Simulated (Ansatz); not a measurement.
A series of calculations on SiNH7O

## 1. Relaxation

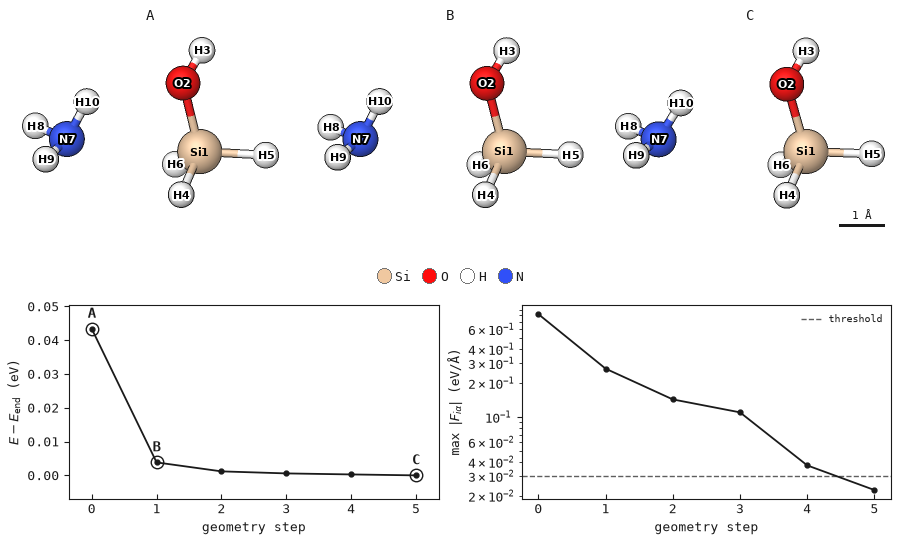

Frames of a relaxation of SiNH7O, marked on the history of the run. A ball-and-stick model, seen face on.

The run prepares an end point of a later path (reaction) calculation, from a guessed geometry.

Theory: RHF/def2-SVP (Ansatz 0.2.0).

Input file:
```yaml
crystal:
  periodic: [false, false, false]
  atoms:
    - { symbol: Si, position_ang: [-0.220734, 0.262893, 0.00534] }
    - { symbol: O, position_ang: [-0.281445, 0.140484, 1.672318] }
    - { symbol: H, position_ang: [-1.114663, 0.259833, 2.10492] }
    - { symbol: H, position_ang: [1.175354, 0.478028, -0.404737] }
    - { symbol: H, position_ang: [-1.001765, 1.476205, -0.38388] }
    - { symbol: H, position_ang: [-0.859384, -0.883067, -0.667267] }
    - { symbol: "N", position_ang: [1.378203, -2.131937, 0.935378] }
    - { symbol: H, position_ang: [1.098309, -3.086846, 1.084303] }
    - { symbol: H, position_ang: [2.384133, -2.123975, 0.902174] }
    - { symbol: H, position_ang: [1.090992, -1.593119, 1.760749] }
basis:
  gaussian: { orbitals: def2-SVP }
hamiltonian:
  xc: hf
relax:
  f_tol: 0.03
  max_steps: 50
```

Run as
```bash
ansatz run input.yaml --threads 1 --pin off --max-ram 2048MiB --backend cpu --events-out ev --progress --plain --runs-dir out
```

What happens along the run?

The largest move after the best rigid fit is that of H9, 0.24 Å. By element the largest moves are H 0.24 Å, N 0.19 Å, Si 0.14 Å, O 0.09 Å. Among the contacts that change: N7–H10 1.027 → 1.006 Å, Si1–O2 1.673 → 1.662 Å, Si1–H5 1.495 → 1.487 Å. Over 5 geometry steps the energy falls by 0.043 eV. The largest force component goes from 0.82 to 0.023 eV/Å. The run took 9.5 s on 1 thread of Arm Neoverse V1, on a shared host, peak memory 0.13 GiB. From step 0 to 1: H9 moves most (0.19 Å), energy −0.040 eV. From step 1 to 5: H10 moves most (0.06 Å), energy −0.004 eV.

```tsv
step	E − E(0), eV	largest force component, eV/Å
0	0.0000	0.8207
1	-0.0396	0.2694
2	-0.0422	0.1437
3	-0.0428	0.1103
4	-0.0431	0.0373
5	-0.0434	0.0226
```

Limits of the set-up: the start holds two separate molecules, 2.2 Å apart at their closest, whose relative position is a soft coordinate and is computed without a dispersion correction; Hartree-Fock leaves out electron correlation.

## 2. Relaxation

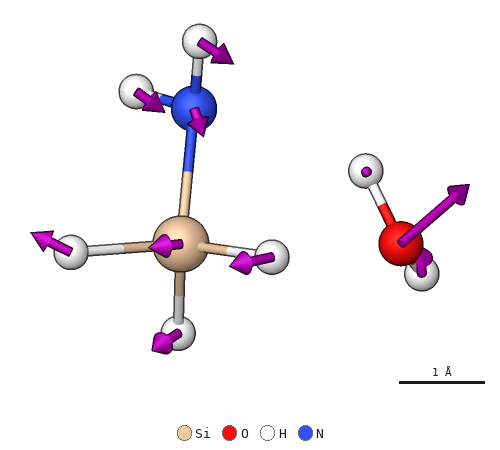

A relaxation of SiNH7O. The starting structure is drawn; purple arrows show the displacements, magnified 2 times. The two geometries are superimposed by the best rigid fit.

The picture is a ball-and-stick view, seen at a tilt.

The run prepares an end point of a later path (reaction) calculation, from a guessed geometry.

Theory: Ansatz, RHF/def2-SVP.

Input file:
```yaml
crystal:
  periodic: [false, false, false]
  atoms:
    - { symbol: Si, position_ang: [0.402882, -0.375892, -0.345216] }
    - { symbol: O, position_ang: [-0.629657, -0.038269, 2.33603] }
    - { symbol: H, position_ang: [-1.409622, -0.411898, 2.72422] }
    - { symbol: H, position_ang: [0.890409, -0.430051, -1.754798] }
    - { symbol: H, position_ang: [0.661415, 0.987574, 0.143798] }
    - { symbol: H, position_ang: [-1.022455, -0.751344, -0.384569] }
    - { symbol: "N", position_ang: [1.285543, -1.550905, 0.677727] }
    - { symbol: H, position_ang: [1.165789, -2.518791, 0.43513] }
    - { symbol: H, position_ang: [2.26619, -1.371105, 0.802857] }
    - { symbol: H, position_ang: [0.038506, -0.74082, 2.374119] }
basis:
  gaussian: { orbitals: def2-SVP }
hamiltonian:
  xc: hf
relax:
  f_tol: 0.03
  max_steps: 50
```

Run as
```bash
ansatz run input.yaml --threads 1 --pin off --max-ram 2048MiB --backend cpu --events-out ev --progress --plain --runs-dir out
```

Which element moves most?

Answer. Oxygen: up to 0.62 Å, against 0.32 Å for hydrogen.

What happened in the run?

Answer. After 10 geometry steps the energy has fallen by 0.147 eV. Largest force component: 0.92 eV/Å at the start, 0.011 eV/Å at the end. The atom that moves furthest after the best rigid fit is O2 (0.62 Å). By element the largest moves are O 0.62 Å, H 0.32 Å, Si 0.23 Å, N 0.19 Å. Among the contacts that change: Si1–N7 1.791 → 1.744 Å, O2–H10 0.970 → 0.950 Å, Si1–H4 1.492 → 1.486 Å, Si1–H5 1.471 → 1.476 Å. Bond angles that change, for instance: H5–Si1–H6 114.5° → 111.3°, H4–Si1–N7 110.8° → 113.9°, Si1–N7–H8 115.8° → 118.2°.

Limits of the set-up: the start holds two separate molecules, 2.3 Å apart at their closest, whose relative position is a soft coordinate and is computed without a dispersion correction; Hartree-Fock leaves out electron correlation.

## 3. Path

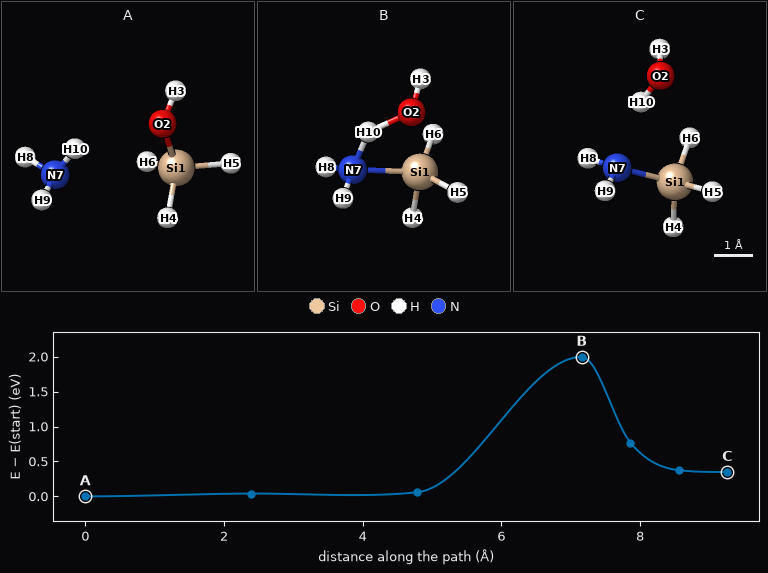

NEB run on SiNH$_{7}$O, made up at the start of SiH4O and NH$_{3}$. Images are numbered from 0 (start) to 6 (end). Frames A to C are images 0, 3, 6. Style: ball-and-stick. Shown at a tilt.

Level of theory: Ansatz 0.2.0, RHF/def2-SVP. Settings: 5 movable images; climbing image; force threshold 0.05 eV/Å; iteration limit 60; starting path through a guess of the saddle point.

> Read off the barrier and say what moves.

The highest point, image 3, lies 2.00 eV above the start and 1.65 eV above the end; the end is at +0.35 eV relative to the start. Breaking: N7–H10 (1.01 → 1.20 at the top → 2.17 Å), Si1–O2 (1.66 → 2.05 at the top → 3.64 Å). Forming: O2–H10 (2.43 → 1.26 at the top → 0.95 Å), Si1–N7 (3.35 → 1.89 at the top → 1.74 Å). The band converged in 44 iterations, with a climbing image at the top. At the top, the vibrational analysis gives one imaginary mode (1521i cm⁻¹), as a transition state must have.

Limits of the set-up: the start holds two separate molecules, 2.4 Å apart at their closest, whose relative position is a soft coordinate and is computed without a dispersion correction; Hartree-Fock leaves out electron correlation.

Cost: 4.2 min on 1 thread of Arm Neoverse V1, on a shared host, peak memory 0.14 GiB.
